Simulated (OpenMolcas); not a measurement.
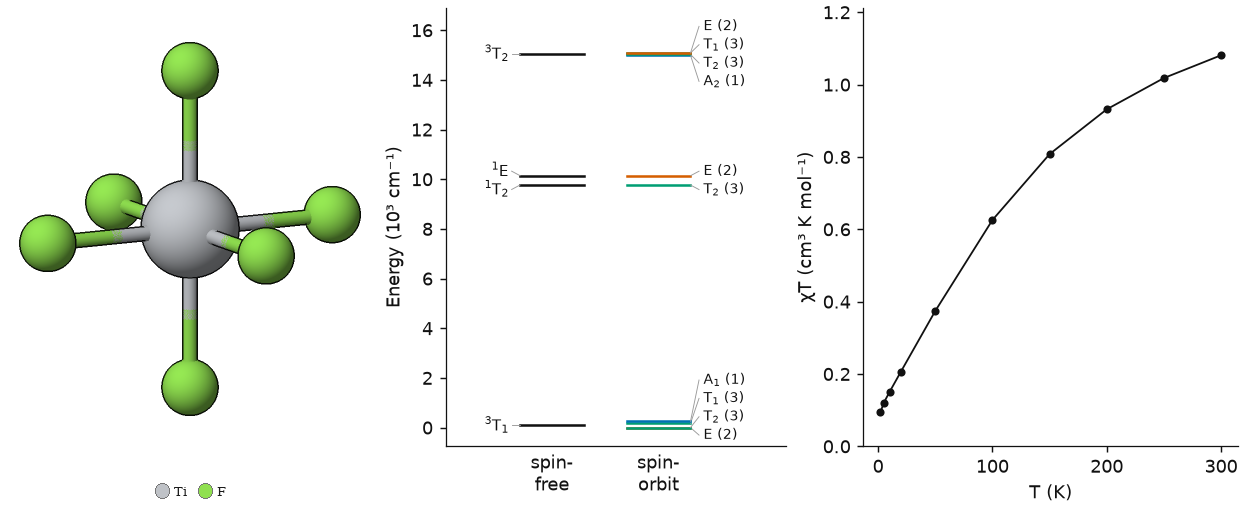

Ti²⁺ (3d²) as a dopant in KMgF₃, a cluster with its 6 nearest F⁻ at 2.059 Å (octahedron) embedded in model potentials and point charges; the geometry was set, not optimised, and its levels and susceptibility. Labels give the representation in O, Td, D4 or D3 as the site allows (double group for half-integer spin) where it could be assigned and, in brackets, the degeneracy; spin-free states, where drawn, share the zero of the spin-orbit levels. The calculation used state-averaged SS-CASPT2, IPEA shift 0.25, imaginary shift 0.1 hartree, closed shells 3s 3p correlated, active space 2 electrons in the shell 3d, basis ANO-RCC-VDZP on all atoms, DKH2 scalar Hamiltonian, spin-orbit coupling by RASSI with atomic mean-field integrals (OpenMolcas). Powder susceptibility by Van Vleck's formula.

What does the figure show?

Answer. The ground level is E, doubly degenerate, 100 % from states of spin multiplicity 3. Its principal g values are all close to zero. The next level lies at 1.9 cm⁻¹ (T₂). The lowest spin-free state is ³T₁, from the free-ion F term; of the same spin there follows at 15,000 cm⁻¹ (³T₂) above it. A ligand-field fit to the spin-free states gives |10Dq| = 16,700 cm⁻¹, B = 687 and C = 2,730 cm⁻¹ (rms misfit 300 cm⁻¹). χT is 0.0937 cm³ K mol⁻¹ at 2 K and 1.08 at 300 K, an effective moment of 2.94 μB.

Limits of the model: the geometry is set by hand, with no relaxation and no charge compensation.
